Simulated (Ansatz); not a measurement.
Phonon calculation of SiH₆O

SiH₆O, computed with RKS PBE-D4/def2-SVP (Ansatz 0.2.0).

It belongs to a series of runs on one base structure; here: vibrations at the highest image of the band. Figures and captions count atoms from 1; the log counts them from 0 in places.

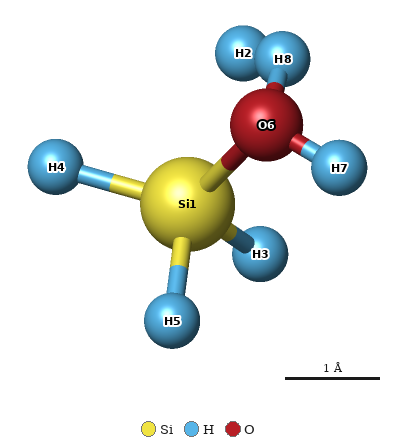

Fig. 1: The input geometry (ball-and-stick view, seen at a tilt; atoms are numbered from 1 in the order of the input).

**Input file**
```yaml
crystal:
  periodic: [false, false, false]
  atoms:
    - { symbol: Si, position_ang: [-0.218378, 0.078529, -0.137518] }
    - { symbol: H, position_ang: [-0.166439, 0.670261, 1.535484] }
    - { symbol: H, position_ang: [1.080524, -0.632924, 0.141342] }
    - { symbol: H, position_ang: [-0.060074, 1.474956, -0.667686] }
    - { symbol: H, position_ang: [-0.761154, -0.701077, -1.332484] }
    - { symbol: O, position_ang: [-1.863584, -0.341311, 0.78714] }
    - { symbol: H, position_ang: [-2.10005, -1.291728, 0.862942] }
    - { symbol: H, position_ang: [-1.173047, 0.113592, 1.574579] }
basis:
  gaussian: { orbitals: def2-SVP }
hamiltonian:
  xc: pbe
  dispersion: d4
phonons: {}
```

Machine: 1 thread of Arm Neoverse V2, 24 GiB of memory available, shared host.

Run as:
```bash
ansatz run input.yaml --threads 1 --pin off --max-ram 2048MiB --backend cpu --events-out ev --progress --plain --runs-dir out
```

**What the program printed**
```
Engine: ansatz 0.2.0, aarch64-unknown-linux-gnu
Functional definition: PBE
  parameter kappa = 0.804
  parameter beta = 0.06672455060314922
  exchange = pbe_x(kappa = kappa, mu = beta*pi^2/3)
  correlation = pbe_c(beta = beta)
687 factors; their error is unknown
mean field evaluation 1: about -10005.9368 eV, gradient 4.4e1 eV
mean field evaluation 2: about -9992.0354 eV, gradient 9.6e1 eV
mean field evaluation 4: about -10009.5960 eV, gradient 2.4e0 eV
mean field evaluation 8: about -10009.6185 eV, gradient 2.4e-2 eV
mean field evaluation 16: about -10009.5770 eV, gradient 1.0e-5 eV
mean field -10009.57699767 eV, -367.8451699294 hartree, gradient 1.0e-5 eV, S^2 0.000000; 0 other end points of the search recorded, 0 dependent functions left out
the calculation of the forces begins
reference -10009.57702893 eV, -367.8451710784 hartree; 14, 14 occupied and 48, 48 virtual orbitals, 687 factors
these checks for a lower state are left out or cut short: stability, starts, cluster_reference, orbital_swaps, neighbouring_geometries, increment
687 factors; their error is unknown
mean field -10009.57697604 eV, -367.8451691346 hartree, gradient 2.6e-6 eV, S^2 0.000000; 0 other end points of the search recorded, 0 dependent functions left out
[... from here on the field's lines of each further geometry are left out, up to the last ...]
the calculation of the forces begins
reference -10009.57700158 eV, -367.8451700730 hartree; 14, 14 occupied and 48, 48 virtual orbitals, 687 factors
these checks for a lower state are left out or cut short: stability, starts, cluster_reference, orbital_swaps, neighbouring_geometries, increment
687 factors; their error is unknown
mean field -10009.57695137 eV, -367.8451682280 hartree, gradient 1.6e-6 eV, S^2 0.000000; 0 other end points of the search recorded, 0 dependent functions left out
the calculation of the forces begins
reference -10009.57698263 eV, -367.8451693769 hartree; 14, 14 occupied and 48, 48 virtual orbitals, 687 factors
WARN: phonons: modes at or below zero, which the zero-point energy, F, S and C_V leave out: 1, the lowest at -1099.31 cm⁻¹. A minimum has none, and a first-order saddle one
Total energy: -10009.67489386 eV, -367.8487675479 hartree
Atom 0 at    -0.218378     0.078529    -0.137518 Å, force     0.015443    -0.016069    -0.000126 eV/Å
Atom 1 at    -0.166439     0.670261     1.535484 Å, force    -0.017456     0.005318    -0.001951 eV/Å
Atom 2 at     1.080524    -0.632924     0.141342 Å, force     0.005020     0.001576    -0.004676 eV/Å
Atom 3 at    -0.060074     1.474956    -0.667686 Å, force    -0.005134    -0.000147     0.006857 eV/Å
Atom 4 at    -0.761154    -0.701077    -1.332484 Å, force    -0.008415     0.001328     0.003846 eV/Å
Atom 5 at    -1.863584    -0.341311     0.787140 Å, force     0.001710    -0.000854    -0.002336 eV/Å
Atom 6 at    -2.100050    -1.291728     0.862942 Å, force    -0.005507     0.001850    -0.007966 eV/Å
Atom 7 at    -1.173047     0.113592     1.574579 Å, force     0.014338     0.006998     0.006352 eV/Å
Dipole moment:    -0.242741    -0.352165     0.193888 e Å
Vibrations: -1099.31 173.89 369.09 533.95 616.63 806.80 876.59 914.40 958.09 1014.77 1042.19 1309.40 1615.61 1925.85 2045.40 2137.54 2172.92 3627.03 cm⁻¹, zero-point energy 1.372514 eV
```

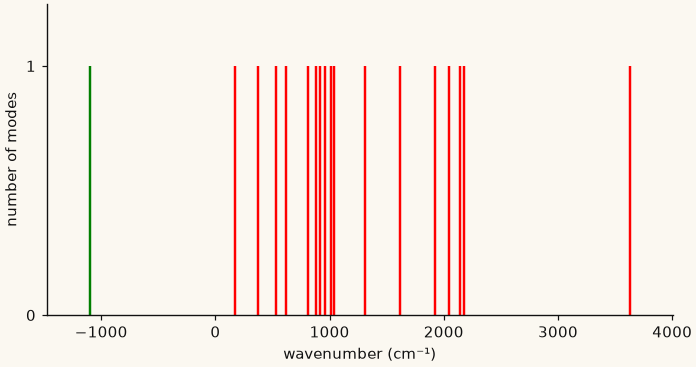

Fig. 2: Harmonic vibrational wavenumbers from the force constants; neighbouring modes closer than 21 cm⁻¹ are counted in one stick, and imaginary ones are drawn at negative wavenumbers. 18 modes from 1099i to 3627 cm⁻¹, 1 imaginary beyond 8i (1099i cm⁻¹): a first-order saddle point, if the geometry is stationary.

**Results in brief**

| quantity | value |
| --- | --- |
| outcome | converged |
| total energy | −10009.6749 eV |
| mean-field energy | −10009.5770 eV |
| largest force (length of the vector) | 0.022 eV/Å |
| wall time | 32 s |
| peak memory | 0.092 GiB |
